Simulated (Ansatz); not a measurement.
**PH4 (doublet): correlated methods under varied settings at distance P1–H3 = 3.774 Å**

What do other methods and options give for PH4 (doublet) at this geometry, and how long do they take?

Computed with Ansatz 0.2.0, Gaussian basis. Level: the settings change from run to run.

21 further runs of the same task are left out: 17 that didn't finish, 4 set aside as unsound or not needed.

### 1 The system

The geometry derives from a PBE0/def2-TZVP stationary point (not a proven minimum). One bond is set to the value named and the two fragments are kept rigid.

5 atoms, charge 0, spin multiplicity 2.

Atoms are counted from 1 here; the program's logs count them from 0.

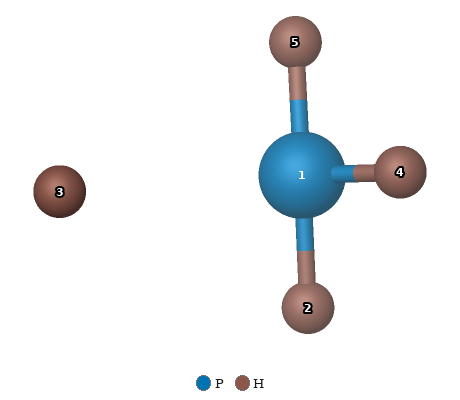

The structure; phosphorus blue, hydrogen brown; atoms are numbered from 1 in the order of the file.

### 2 MP2 on ROHF/STO-3G

File in.yaml:

```yaml
crystal:
  periodic: [false, false, false]
  atoms:
    - {symbol: P, position_ang: [0.089484, -0.052064, 0.000000]}
    - {symbol: H, position_ang: [0.205434, -0.052064, -1.514668]}
    - {symbol: H, position_ang: [-2.341903, 2.834358, 0.000000]}
    - {symbol: H, position_ang: [-0.818773, -1.130302, 0.000000]}
    - {symbol: H, position_ang: [0.205434, -0.052064, 1.514668]}
basis:
  gaussian: {orbitals: STO-3G}
magnetization: {spin_polarized: false, initial_magnetization: 1}
correlation: {method: mp2, electrons: outside_noble_gas}
```

On the command line:

```console
ansatz run in.yaml --threads 1 --pin off --events-out ev --progress --plain --max-ram 2393MiB
```

Output:

```text
Functional definition: HF
  name "HF"
  cite "Fock, Z. Phys. 61, 126 (1930) doi:10.1007/BF01340294"
  parent pbe
  exchange = exact_x
  correlation = 0
140 factors; integrals over basis functions are off by at most 1.7e-5 eV
mean field evaluation 1: about -9213.6082 eV, gradient 7.4e0 eV
mean field evaluation 2: about -9213.6126 eV, gradient 7.3e0 eV
mean field evaluation 4: about -9221.9892 eV, gradient 8.0e0 eV
mean field evaluation 8: about -9222.2885 eV, gradient 7.3e-1 eV
mean field evaluation 16: about -9217.6938 eV, gradient 6.5e0 eV
mean field -9222.29328988 eV, -338.9130273083 hartree, gradient 7.0e-6 eV, S^2 0.750000; 2 other end points of the search recorded, 0 dependent functions left out
mean field evaluation 32: about -9222.8148 eV, gradient 6.2e-3 eV
unrestricted determinant -9222.81480118 eV, -338.9321924951 hartree, S^2 1.7924
5 core orbitals not correlated: weight in the atoms' cores, before any rotation towards them, 1.000 or more for the frozen orbitals, at most 0.000 for the correlated occupied ones
reference -9222.29328988 eV, -338.9130273083 hartree; 5, 4 occupied and 3, 4 virtual orbitals, 140 factors
second order -1.31419169 eV of doubles, -0.00000003 eV of singles
Total energy: -9223.60748161 eV, -338.9613229635 hartree
```

Wall time 0.06 s (1 thread of Intel Xeon Platinum 8488C, shared host).

### 3 HF/STO-3G

in.yaml, as its differences from that of step 2:

```diff
@@ -11,2 +11,3 @@
 magnetization: {spin_polarized: false, initial_magnetization: 1}
-correlation: {method: mp2, electrons: outside_noble_gas}
+hamiltonian: {xc: hf}
+output: {forces: true, orbitals: {seedname: orbitals}}
```

Launched as before.

Output (excerpt; [...] marks lines left out):

```text
Functional definition: HF
  name "HF"
  cite "Fock, Z. Phys. 61, 126 (1930) doi:10.1007/BF01340294"
  parent pbe
[...]
140 factors; integrals over basis functions are off by at most 1.7e-5 eV
[...]
mean field -9222.29328988 eV, -338.9130273083 hartree, gradient 9.5e-6 eV, S^2 0.750000; 0 other end points of the search recorded, 0 dependent functions left out
[...]
reference -9222.29328988 eV, -338.9130273083 hartree; 10, 9 occupied and 3, 4 virtual orbitals, 140 factors
Total energy: -9222.29328988 eV, -338.9130273083 hartree
Atom 0 at     0.089484    -0.052064     0.000000 Å, force    -5.492411    -2.264452    -0.000000 eV/Å
Atom 1 at     0.205434    -0.052064    -1.514668 Å, force     2.276937     0.511439     4.077687 eV/Å
Atom 2 at    -2.341903     2.834358     0.000000 Å, force     0.001353    -0.001620     0.000000 eV/Å
Atom 3 at    -0.818773    -1.130302     0.000000 Å, force     0.937183     1.243194     0.000000 eV/Å
Atom 4 at     0.205434    -0.052064     1.514668 Å, force     2.276937     0.511439    -4.077687 eV/Å
Dipole moment:     0.258460     0.022040     0.000000 e Å
```

Run time: 0.09 s. Hardware: 1 thread of Intel Xeon Platinum 8488C, shared host.

### 4 BCCD on UHF/STO-3G

in.yaml, as its differences from that of step 3:

```diff
@@ -10,4 +10,4 @@
   gaussian: {orbitals: STO-3G}
-magnetization: {spin_polarized: false, initial_magnetization: 1}
-hamiltonian: {xc: hf}
-output: {forces: true, orbitals: {seedname: orbitals}}
+magnetization: {spin_polarized: true, initial_magnetization: 1}
+correlation: {method: bccd, electrons: valence, diis_vectors: 2}
+output: {forces: true}
```

The command is unchanged.

Output (excerpt; [...] marks lines left out):

```text
Functional definition: HF
  name "HF"
  cite "Fock, Z. Phys. 61, 126 (1930) doi:10.1007/BF01340294"
  parent pbe
[...]
140 factors; integrals over basis functions are off by at most 1.7e-5 eV
[...]
mean field -9222.81480118 eV, -338.9321924951 hartree, gradient 2.9e-6 eV, S^2 1.792389; 11 other end points of the search recorded, 0 dependent functions left out
determinant -9222.81480118 eV, -338.9321924951 hartree, with singles and doubles -9224.17855964 eV, -338.9823096941 hartree
determinant -9222.59763969 eV, -338.9242119573 hartree, with singles and doubles -9224.27114019 eV, -338.9857119663 hartree
determinant -9222.59617217 eV, -338.9241580272 hartree, with singles and doubles -9224.27239163 eV, -338.9857579559 hartree
determinant -9222.29328965 eV, -338.9130272996 hartree, with singles and doubles -9224.40392168 eV, -338.9905915962 hartree
[...]
reference -9222.29328969 eV, -338.9130273012 hartree; 5, 4 occupied and 3, 4 virtual orbitals, 140 factors
second order -1.31419181 eV of doubles, -0.00000000 eV of singles
cycle   1  -2.12746915 eV  change   -1.4e-2 eV  update   1.6e-2
[...]
cycle  20  -2.11087876 eV  change   7.1e-10 eV  update   9.3e-7
[...]
Total energy: -9224.40416845 eV, -338.9906006648 hartree
Atom 0 at     0.089484    -0.052064     0.000000 Å, force    -5.592585     0.557027    -0.000000 eV/Å
Atom 1 at     0.205434    -0.052064    -1.514668 Å, force     2.558272    -0.495410     2.302841 eV/Å
Atom 2 at    -2.341903     2.834358     0.000000 Å, force     0.002054    -0.002456     0.000000 eV/Å
Atom 3 at    -0.818773    -1.130302     0.000000 Å, force     0.473987     0.436248    -0.000000 eV/Å
Atom 4 at     0.205434    -0.052064     1.514668 Å, force     2.558272    -0.495410    -2.302841 eV/Å
Dipole moment:     0.286955    -0.095736     0.000000 e Å
```

It took 0.63 s on 1 thread of Intel Xeon Platinum 8488C, shared host.

From the report: ⟨S²⟩ of the determinant 0.750 (pure doublet: 0.75); correlation -2.1109 eV; largest double amplitude 0.13.

### 5 MRCISD+Q(1,4)/6-31G

in.yaml, as its differences from that of step 4:

```diff
@@ -9,5 +9,4 @@
 basis:
-  gaussian: {orbitals: STO-3G}
-magnetization: {spin_polarized: true, initial_magnetization: 1}
-correlation: {method: bccd, electrons: valence, diis_vectors: 2}
-output: {forces: true}
+  gaussian: {orbitals: 6-31G}
+magnetization: {spin_polarized: false, initial_magnetization: 1}
+correlation: {method: fic_mrcisd_q, electrons: outside_noble_gas, active_space: {window: {electrons: 1, orbitals: 4}}}
```

Launched as before.

Output (excerpt; [...] marks lines left out):

```text
Functional definition: HF
  name "HF"
  cite "Fock, Z. Phys. 61, 126 (1930) doi:10.1007/BF01340294"
  parent pbe
[...]
269 factors; integrals over basis functions are off by at most 2.5e-4 eV
[...]
mean field -9327.68266246 eV, -342.7860153150 hartree, gradient 2.6e-6 eV, S^2 0.750000; 1 other end points of the search recorded, 0 dependent functions left out
reference -9327.68266246 eV, -342.7860153150 hartree; 10, 9 occupied and 11, 12 virtual orbitals, 269 factors
state -9327.68266246 eV, -342.7860153150 hartree
contracted CI cycle   1: correlation 0.00000000 eV, 0.0000000000 hartree, residual 1.01e1 eV
contracted CI cycle   2: correlation -2.26981303 eV, -0.0834140901 hartree, residual 2.25e0 eV
contracted CI cycle   3: correlation -2.43644637 eV, -0.0895377527 hartree, residual 5.76e-1 eV
contracted CI cycle   4: correlation -2.44473469 eV, -0.0898423429 hartree, residual 2.18e-1 eV
contracted CI cycle   5: correlation -2.44614808 eV, -0.0898942839 hartree, residual 1.03e-1 eV
contracted CI cycle   6: correlation -2.44663306 eV, -0.0899121064 hartree, residual 6.75e-2 eV
contracted CI cycle   7: correlation -2.44678741 eV, -0.0899177788 hartree, residual 3.55e-2 eV
contracted CI cycle   8: correlation -2.44682309 eV, -0.0899190899 hartree, residual 1.41e-2 eV
contracted CI cycle   9: correlation -2.44682922 eV, -0.0899193154 hartree, residual 6.58e-3 eV
contracted CI cycle  10: correlation -2.44683033 eV, -0.0899193563 hartree, residual 3.08e-3 eV
contracted CI cycle  11: correlation -2.44683060 eV, -0.0899193659 hartree, residual 1.33e-3 eV
state -9327.68266246 eV, -342.7860153150 hartree; corrected -9330.31339635 eV, -342.8826930023 hartree
WARN: 3 active orbitals are nearly empty or full. The corrections depend on them more than the energy does, and are more stable in an active space without them
Total energy: -9330.31339635 eV, -342.8826930023 hartree
```

Run time: 0.51 s. Hardware: 1 thread of Intel Xeon Platinum 8488C, shared host.

From the report: 3 determinants; active occupations 1.00, 0.00, 0.00, 0.00. The report marks this result as in doubt.

### 6 CCSDT(Q)/B on UHF/6-31G

in.yaml, as its differences from that of step 5:

```diff
@@ -10,3 +10,3 @@
   gaussian: {orbitals: 6-31G}
-magnetization: {spin_polarized: false, initial_magnetization: 1}
-correlation: {method: fic_mrcisd_q, electrons: outside_noble_gas, active_space: {window: {electrons: 1, orbitals: 4}}}
+magnetization: {spin_polarized: true, initial_magnetization: 1}
+correlation: {method: ccsdt_q_b, electrons: outside_noble_gas, diis_vectors: 12}
```

Launched as before.

Output (excerpt; [...] marks lines left out):

```text
Functional definition: HF
  name "HF"
  cite "Fock, Z. Phys. 61, 126 (1930) doi:10.1007/BF01340294"
  parent pbe
[...]
437 factors; integrals over basis functions are off by at most 3.5e-8 eV
[...]
mean field -9327.70052563 eV, -342.7866717743 hartree, gradient 2.1e-6 eV, S^2 0.956391; 15 other end points of the search recorded, 0 dependent functions left out
determinant -9327.70052563 eV, -342.7866717743 hartree, with singles and doubles -9330.22448738 eV, -342.8794256580 hartree
determinant -9327.69565788 eV, -342.7864928878 hartree, with singles and doubles -9330.22463014 eV, -342.8794309042 hartree
determinant -9327.53522804 eV, -342.7805971998 hartree, with singles and doubles -9329.50460537 eV, -342.8529704820 hartree
determinant -9327.12706544 eV, -342.7655975013 hartree, with singles and doubles -9329.16989062 eV, -342.8406699419 hartree
[...]
determinant -9327.69565788 eV, -342.7864928878 hartree, with singles and doubles -9330.24178647 eV, -342.8800613879 hartree
determinant -9327.68325216 eV, -342.7860369863 hartree, with singles and doubles -9330.24357693 eV, -342.8801271858 hartree
determinant -9327.68325216 eV, -342.7860369863 hartree, with singles and doubles -9330.24458364 eV, -342.8801641819 hartree
5 core orbitals not correlated: weight in the atoms' cores, before any rotation towards them, 1.000 or more for the frozen orbitals, at most 0.000 for the correlated occupied ones
reference -9327.68325216 eV, -342.7860369862 hartree; 5, 4 occupied and 11, 12 virtual orbitals, 437 factors
second order -1.88323884 eV of doubles, -0.00000000 eV of singles
cycle   1  -2.31633986 eV  change   -4.3e-1 eV  update   6.2e-2
[...]
cycle  23  -2.60474033 eV  change   -4.0e-7 eV  update   1.1e-6
perturbative correction -0.00317627 eV, -0.0001167257 hartree
Total energy: -9330.29116876 eV, -342.8818761535 hartree
```

It took 3.5 s on 1 thread of Intel Xeon Platinum 8488C, shared host.

From the report: ⟨S²⟩ of the determinant 0.751 (pure doublet: 0.75); correlation -2.6079 eV; T1 0.015; largest double amplitude 0.11.

### 7 The runs in one table

Where basis and cores are those of an earlier FCI/6-31G run (-9330.2919 eV), and the state is the same kind, the miss against it is given. † marks a result that the program doubts.

| level | correlated | functions | energy (eV) | from FCI (meV) | time |
| --- | --- | --- | --- | --- | --- |
| MP2 on ROHF/STO-3G | outside noble gas | 13 | -9223.6075 |  | 0.06 s |
| HF/STO-3G |  | 13 | -9222.2933 |  | 0.09 s |
| BCCD on UHF/STO-3G | valence | 13 | -9224.4042 |  | 0.63 s |
| MRCISD+Q(1,4)/6-31G † | outside noble gas | 21 | -9330.3134 | -21.5 | 0.51 s |
| CCSDT(Q)/B on UHF/6-31G | outside noble gas | 21 | -9330.2912 | 0.7 | 3.5 s |

### 8 Outcome

```
quantity                           value
    runs                               5
quickest      MP2 on ROHF/STO-3G, 0.06 s
 slowest  CCSDT(Q)/B on UHF/6-31G, 3.5 s
```

What this shows: Total energies in different bases, with other cores or another treatment of relativity can't be set against each other. CCSDT(Q)/B on UHF/6-31G took 58 times as long as MP2 on ROHF/STO-3G; the jobs differ in more than the method. Among the correlated runs with a miss given, it spans -22 to +1 meV.
